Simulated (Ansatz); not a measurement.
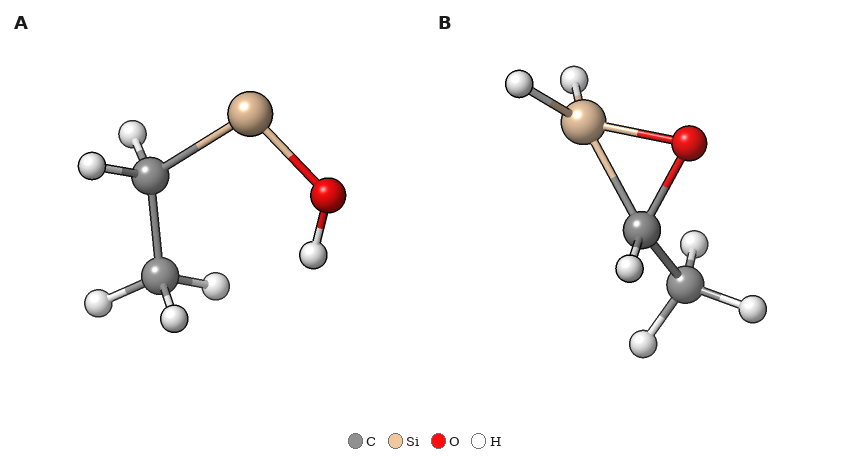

2 stationary structures of one formula. Geometries: PBE0-D4/def2-TZVP. Electronic energies: PBE0-D4/def2-QZVPP (Ansatz 0.2.0), without zero-point energy. Each is one conformer, not always the lowest.

**Which is lowest in energy, and by how much?**

A is lowest (a minimum); B lies 17.2 kcal/mol above it (a minimum). A is `CC[Si]O`, B is `C[C@H]1O[SiH2]1`.

Give E(B) − E(A) in kcal/mol at these levels too: direct RPA on PBE orbitals (frozen core)/def2-TZVPP; SPW92 (LDA)/def2-TZVPP; PBE0-D4/def2-SVP; PBE0-D4/def2-QZVPP; ωB97M-V/def2-TZVPP; ωB97M-V/def2-SVP; HSE06 (plane-wave form)-D4/def2-TZVPP; RHF-CCSD(T) (frozen core)/def2-SVP.

| level | E(B) − E(A) (kcal/mol) |
| --- | --- |
| direct RPA on PBE orbitals (frozen core)/def2-TZVPP | +18.6 |
| SPW92 (LDA)/def2-TZVPP | +16.7 |
| PBE0-D4/def2-SVP | +17.3 |
| PBE0-D4/def2-QZVPP | +17.2 |
| ωB97M-V/def2-TZVPP | +20.3 |
| ωB97M-V/def2-SVP | +20.3 |
| HSE06 (plane-wave form)-D4/def2-TZVPP | +17.3 |
| RHF-CCSD(T) (frozen core)/def2-SVP | +19.5 |
